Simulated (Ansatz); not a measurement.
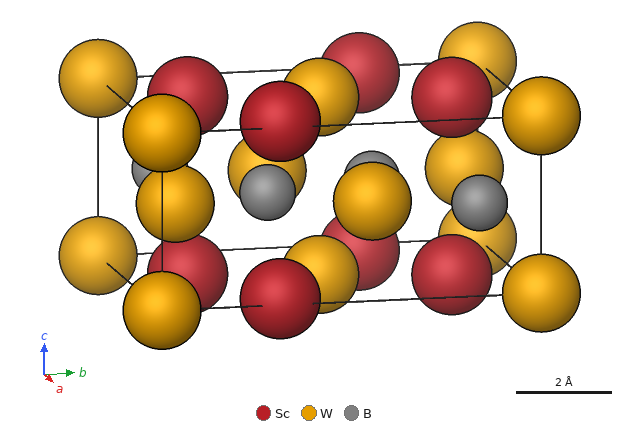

Drawn in the spheres-only manner and seen slightly off an axis. One simulation cell is framed, with atoms on its boundary repeated.

```
CELL_PARAMETERS angstrom
6.00471 0.00000 0.00000
0.00000 8.20985 0.00000
0.00000 0.00000 3.81385
ATOMIC_POSITIONS crystal
Sc 0.39100 0.16984 0.00000
Sc 0.60900 0.83016 0.00000
Sc 0.89100 0.33016 0.00000
Sc 0.10900 0.66984 0.00000
W 0.19141 0.41333 0.50000
W 0.80859 0.58667 0.50000
W 0.69141 0.08667 0.50000
W 0.30859 0.91333 0.50000
W 0.00000 0.00000 0.00000
W 0.50000 0.50000 0.00000
B 0.07530 0.15010 0.50000
B 0.92470 0.84990 0.50000
B 0.57530 0.34990 0.50000
B 0.42470 0.65010 0.50000
```

Level of theory and settings: DFT, PAW plane waves, r2SCAN (Ansatz 0.2.0), plane waves up to 500 eV, a 4×3×7 sampling of the Brillouin zone, tetrahedron occupations, no spin polarisation.

**Predict the Bader charges.**

Sc +1.43 e; B -1.15 e; W -0.29 to -0.01 e.

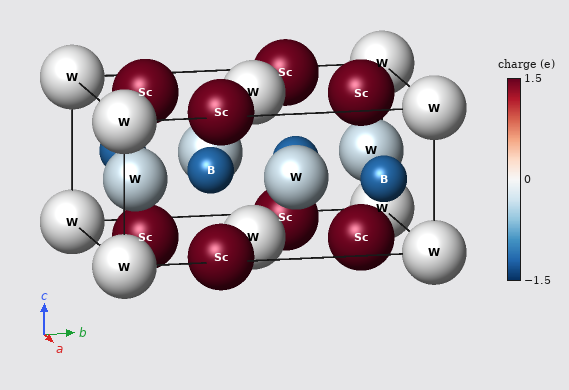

The atoms coloured by those charges.

The picture shows a generated cell, made by putting these elements into a known structure type (the compound may or may not exist in this form); the geometry isn't optimised. It went into a calculation with Ansatz.
